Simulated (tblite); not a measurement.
Geometry relaxation of C5H10OSi

System: C5H10OSi.
Method: GFN2-xTB geometry optimisation, gas phase (tblite 0.8.0).

It belongs to a series of runs on one base structure; here: constitutional isomer.

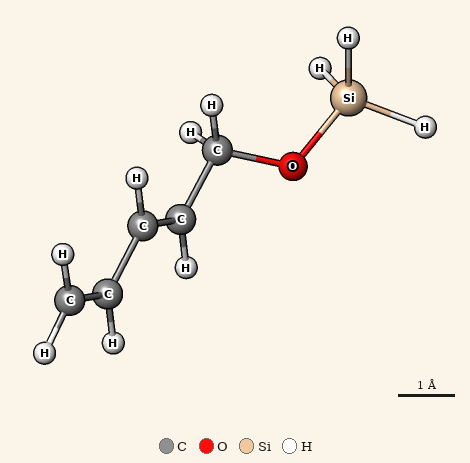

Fig. 1: The structure as given in the input (ball-and-stick view, seen at a tilt). Bond lengths as drawn: C–C 1.32 to 1.49 Å, C–H 1.08 to 1.11 Å, C–O 1.41 Å, H–Si 1.48 to 1.49 Å and O–Si 1.67 Å.

## The input
```
{"job": {"kind": "relax", "xc": "GFN2-xTB", "basis": "xTB"}, "charge": 0, "multiplicity": 1}
C     -3.802200     0.227700    -0.058600
C     -2.667400    -0.183900     0.476700
C     -1.381500    -0.091600    -0.184600
C     -0.242800    -0.506500     0.351000
C      1.093200    -0.426700    -0.303800
O      1.954600     0.286100     0.559100
Si     3.521500     0.563100     0.058400
H     -3.848700     0.679300    -1.042700
H     -4.739400     0.133500     0.489400
H     -2.682000    -0.625100     1.488000
H     -1.387500     0.357000    -1.181700
H     -0.243100    -0.960200     1.354200
H      1.465800    -1.441300    -0.466100
H      1.017300     0.086400    -1.281600
H      3.494400     1.344200    -1.199700
H      4.257600     1.310400     1.118000
H      4.183200    -0.740300    -0.185700
```

The first line tells a small driver script what to run in tblite; the rest is the geometry in Å.

Hardware: 1 CPU thread, shared host.

Run as:
```bash
OMP_NUM_THREADS=1 python <driver script> task.json out
```

## The program's output
```
step      E/eV     max force
  0    -587.39597    1.448
  1    -587.44816    0.754
  2    -587.47473    0.489
  3    -587.48677    0.367
  4    -587.49418    0.309
  5    -587.49965    0.280
  6    -587.51006    0.332
  7    -587.51942    0.347
  8    -587.52620    0.219
  9    -587.53010    0.129
 10    -587.53297    0.171
 11    -587.53690    0.203
 12    -587.54095    0.180
 13    -587.54403    0.115
 14    -587.54594    0.086
 15    -587.54721    0.101
 16    -587.54829    0.074
 17    -587.54932    0.072
 18    -587.55054    0.079
 19    -587.55197    0.102
 20    -587.55346    0.107
 21    -587.55486    0.100
 22    -587.55601    0.083
 23    -587.55684    0.088
 24    -587.55740    0.070
 25    -587.55784    0.044
 26    -587.55820    0.049
 27    -587.55852    0.037
 28    -587.55875    0.038
 29    -587.55892    0.035
 30    -587.55905    0.031
 31    -587.55920    0.039
 32    -587.55938    0.044
 33    -587.55962    0.045
 34    -587.55991    0.052
 35    -587.56027    0.056
 36    -587.56073    0.050
 37    -587.56129    0.065
 38    -587.56184    0.068
 39    -587.56222    0.047
 40    -587.56246    0.040
 41    -587.56268    0.040
 42    -587.56298    0.045
 43    -587.56334    0.051
 44    -587.56365    0.036
 45    -587.56386    0.029
 46    -587.56400    0.028
 47    -587.56414    0.029
 48    -587.56427    0.028
 49    -587.56437    0.022
 50    -587.56445    0.020
 51    -587.56450    0.017
 52    -587.56453    0.011
 53    -587.56454    0.007
```

## Trajectory as extended XYZ (Å, eV, eV/Å), 6 of the 54 frames kept, from step=0 to step=53
```
17
Properties=species:S:1:pos:R:3:forces:R:3 step=0 energy=-587.39597
C    -3.8022    0.2277   -0.0586   -0.7480   0.1760  -0.0490
C    -2.6674   -0.1839    0.4767    0.4110  -0.3620   0.6310
C    -1.3815   -0.0916   -0.1846   -0.3690   0.2630  -0.2920
C    -0.2428   -0.5065    0.3510    0.0200  -0.4560   0.6070
C     1.0932   -0.4267   -0.3038   -0.3120   0.4140   0.1270
O     1.9546    0.2861    0.5591    1.3050   0.0630  -0.6240
Si    3.5215    0.5631    0.0584   -0.2430   0.0990   0.4320
H    -3.8487    0.6793   -1.0427   -0.0160  -0.1100   0.1920
H    -4.7394    0.1335    0.4894    0.2900   0.0920  -0.3100
H    -2.6820   -0.6251    1.4880    0.1370   0.2240  -0.5940
H    -1.3875    0.3570   -1.1817   -0.0010  -0.1370   0.2930
H    -0.2431   -0.9602    1.3542    0.0620   0.2900  -0.5040
H     1.4658   -1.4413   -0.4661    0.1920  -0.0920  -0.0590
H     1.0173    0.0864   -1.2816    0.0390  -0.1730   0.2670
H     3.4944    1.3442   -1.1997   -0.0110  -0.1720   0.2080
H     4.2576    1.3104    1.1180   -0.6170  -0.3440  -0.3230
H     4.1832   -0.7403   -0.1857   -0.1410   0.2260   0.0010
17
Properties=species:S:1:pos:R:3:forces:R:3 step=11 energy=-587.53690
C    -3.8118    0.2270   -0.0520   -0.0370   0.0300  -0.0290
C    -2.6691   -0.1872    0.4838    0.0470  -0.0140   0.0220
C    -1.3839   -0.0829   -0.1690    0.0250   0.0060  -0.0080
C    -0.2428   -0.4948    0.3826    0.0570  -0.0020  -0.0090
C     1.0904   -0.4160   -0.2889   -0.0230  -0.0360  -0.0530
O     2.0270    0.2725    0.5016   -0.0460  -0.0410  -0.0720
Si    3.5540    0.5530    0.0285    0.0060  -0.0650  -0.1540
H    -3.8520    0.6693   -1.0332    0.0520   0.0180  -0.0410
H    -4.7540    0.1504    0.4614    0.0080  -0.0460   0.0540
H    -2.6525   -0.6320    1.4693   -0.0560   0.0040   0.0420
H    -1.3808    0.3535   -1.1604    0.0080  -0.0100   0.0140
H    -0.2343   -0.9270    1.3739    0.0110   0.0390   0.0120
H     1.4739   -1.4346   -0.4691   -0.0940   0.0520  -0.0120
H     0.9918    0.0839   -1.2621    0.0010  -0.0380   0.0320
H     3.5420    1.3353   -1.2250    0.0770  -0.1060   0.1480
H     4.0635    1.2777    1.1747   -0.0130   0.0090   0.0450
H     4.2316   -0.7363   -0.2261   -0.0230   0.2010   0.0090
17
Properties=species:S:1:pos:R:3:forces:R:3 step=21 energy=-587.55486
C    -3.8091    0.2312   -0.0508   -0.0100  -0.0180  -0.0080
C    -2.6720   -0.1786    0.4987    0.0200   0.0070   0.0620
C    -1.3877   -0.0787   -0.1493    0.0450   0.0020  -0.0200
C    -0.2410   -0.4809    0.3951    0.0320  -0.0700  -0.0410
C     1.0703   -0.4349   -0.3197    0.0200   0.0070  -0.0090
O     2.0301    0.2369    0.4502    0.0170   0.0080  -0.0390
Si    3.5621    0.5579    0.0319   -0.0100  -0.0360  -0.0340
H    -3.8275    0.6732   -1.0319   -0.0350   0.0260  -0.0450
H    -4.7517    0.1333    0.4564   -0.0480   0.0220  -0.0010
H    -2.6706   -0.6201    1.4837   -0.0130  -0.0290   0.0950
H    -1.3880    0.3373   -1.1479   -0.0030   0.0050  -0.0450
H    -0.2068   -0.8854    1.3977   -0.0080   0.0290  -0.0190
H     1.4212   -1.4622   -0.5090   -0.0260   0.0190   0.0140
H     0.9542    0.0608   -1.2924    0.0140   0.0030   0.0240
H     3.6203    1.3365   -1.2122   -0.0060   0.0380   0.0490
H     3.9923    1.2714    1.2217   -0.0150  -0.0140  -0.0290
H     4.2967   -0.6858   -0.2320    0.0270   0.0010   0.0450
17
Properties=species:S:1:pos:R:3:forces:R:3 step=32 energy=-587.55938
C    -3.8115    0.2312   -0.0442    0.0060  -0.0060   0.0000
C    -2.6746   -0.1727    0.5137   -0.0050   0.0110   0.0070
C    -1.3930   -0.0821   -0.1471   -0.0090  -0.0060  -0.0110
C    -0.2401   -0.4833    0.3848   -0.0030  -0.0020  -0.0090
C     1.0658   -0.4442   -0.3401    0.0230   0.0000  -0.0050
O     2.0344    0.2199    0.4228    0.0090   0.0130   0.0180
Si    3.5689    0.5519    0.0300    0.0190   0.0230   0.0320
H    -3.8267    0.6670   -1.0300   -0.0210  -0.0110   0.0010
H    -4.7600    0.1412    0.4566    0.0110   0.0190   0.0050
H    -2.6763   -0.6041    1.5056    0.0140   0.0020   0.0140
H    -1.4054    0.3207   -1.1518   -0.0050  -0.0020  -0.0220
H    -0.1953   -0.8682    1.3937    0.0010  -0.0060   0.0050
H     1.4063   -1.4733   -0.5285   -0.0010  -0.0330  -0.0090
H     0.9500    0.0519   -1.3110   -0.0120   0.0160  -0.0190
H     3.6426    1.3667   -1.1882   -0.0020  -0.0160  -0.0010
H     3.9704    1.2659    1.2295   -0.0130  -0.0100   0.0030
H     4.3375   -0.6766   -0.2054   -0.0120   0.0090  -0.0080
17
Properties=species:S:1:pos:R:3:forces:R:3 step=42 energy=-587.56298
C    -3.8138    0.2340   -0.0234   -0.0030  -0.0060  -0.0080
C    -2.6675   -0.1628    0.5208   -0.0080   0.0260   0.0000
C    -1.4006   -0.1030   -0.1736   -0.0300  -0.0020  -0.0090
C    -0.2392   -0.4911    0.3494   -0.0260  -0.0070   0.0020
C     1.0693   -0.4530   -0.3714    0.0060  -0.0040   0.0040
O     2.0296    0.2009    0.4102    0.0010   0.0170   0.0420
Si    3.5670    0.5565    0.0567    0.0380   0.0090  -0.0080
H    -3.8542    0.6176   -1.0305    0.0000   0.0030   0.0160
H    -4.7494    0.1921    0.5078    0.0240  -0.0140   0.0060
H    -2.6482   -0.5473    1.5322    0.0210   0.0070  -0.0110
H    -1.4379    0.2781   -1.1864    0.0290  -0.0050  -0.0150
H    -0.1871   -0.8615    1.3633    0.0060   0.0040   0.0250
H     1.4074   -1.4826   -0.5629    0.0050  -0.0170  -0.0250
H     0.9657    0.0547   -1.3374   -0.0220  -0.0010  -0.0220
H     3.6559    1.3780   -1.1563   -0.0030   0.0060   0.0160
H     3.9360    1.2572    1.2756   -0.0220  -0.0150  -0.0220
H     4.3600   -0.6557   -0.1841   -0.0160   0.0000   0.0090
17
Properties=species:S:1:pos:R:3:forces:R:3 step=53 energy=-587.56454
C    -3.8136    0.2351   -0.0133   -0.0020   0.0000  -0.0010
C    -2.6585   -0.1503    0.5190   -0.0010   0.0050   0.0020
C    -1.4000   -0.1112   -0.1903   -0.0040  -0.0050   0.0010
C    -0.2394   -0.4974    0.3361    0.0000   0.0040  -0.0020
C     1.0686   -0.4602   -0.3858    0.0010   0.0010  -0.0010
O     2.0240    0.1908    0.4045   -0.0010   0.0010   0.0010
Si    3.5630    0.5564    0.0675    0.0020  -0.0010  -0.0020
H    -3.8733    0.5990   -1.0262   -0.0020   0.0000   0.0020
H    -4.7367    0.2032    0.5391    0.0010  -0.0030  -0.0010
H    -2.6212   -0.5113    1.5384    0.0030  -0.0020  -0.0030
H    -1.4358    0.2500   -1.2107    0.0000   0.0000   0.0040
H    -0.1841   -0.8490    1.3572    0.0020   0.0060  -0.0020
H     1.4092   -1.4873   -0.5891   -0.0020   0.0000   0.0030
H     0.9612    0.0549   -1.3485    0.0060  -0.0020  -0.0030
H     3.6608    1.3920   -1.1343    0.0010   0.0000   0.0020
H     3.9082    1.2498    1.2958    0.0010  -0.0010   0.0030
H     4.3606   -0.6525   -0.1694   -0.0030  -0.0010  -0.0020
```

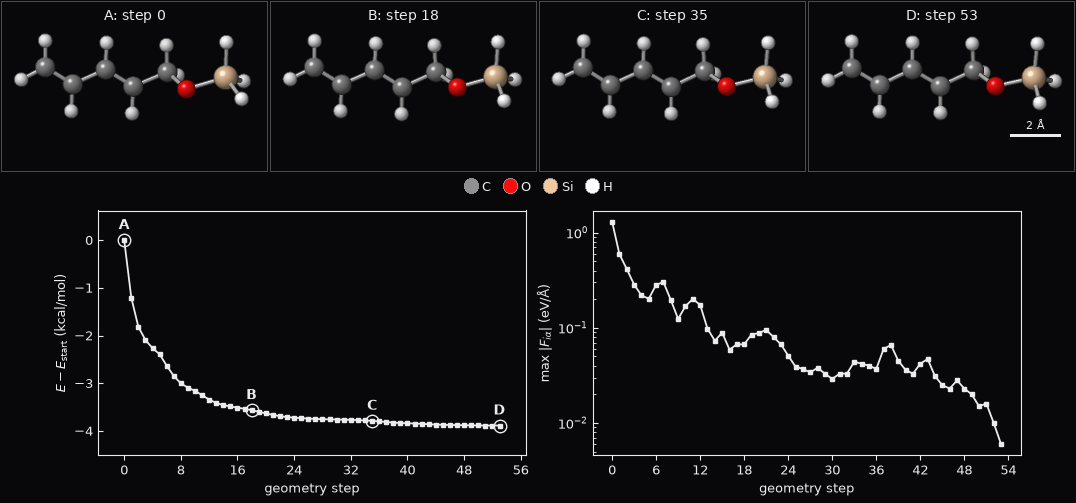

Fig. 2: Frames of the relaxation (ball-and-stick view, seen at a tilt) above the curves, on which the letters mark them (steps are counted from 0).

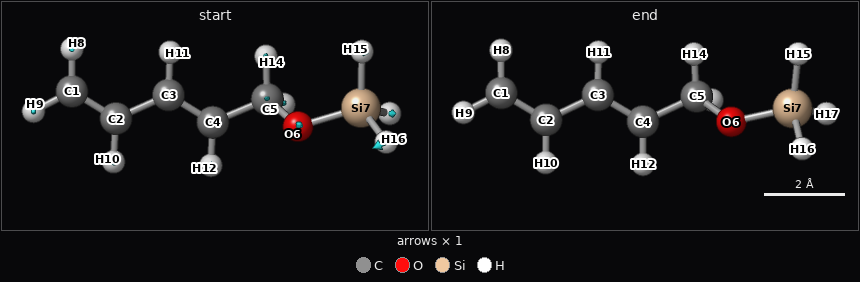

Fig. 3: Before (left) and after (right) the relaxation, at one scale (ball-and-stick view, seen at a tilt). The teal arrows give the displacements, at true length. H16 moves most after the best rigid fit: 0.40 Å. By element the largest moves are H 0.40 Å, O 0.19 Å, C 0.09 Å, Si 0.04 Å. Among the contacts that change: O6–Si7 1.668 → 1.617 Å, Si7–H16 1.491 → 1.452 Å, C2–H10 1.103 → 1.082 Å, Si7–H15 1.481 → 1.467 Å. Among the angles that change: C5–O6–Si7 118.3° → 129.5°, O6–Si7–H16 109.5° → 99.1°, H15–Si7–H16 110.4° → 113.9°. The energy falls by 3.89 kcal/mol in 53 geometry steps. The largest force component goes from 1.3 to 0.006 eV/Å. (Atoms are counted from 1 in the order of the input.)

## Summary

| quantity | value |
| --- | --- |
| outcome | converged |
| total energy | −587.5645 eV |
| wall time | 0.58 s |
| peak memory | 0.18 GiB |
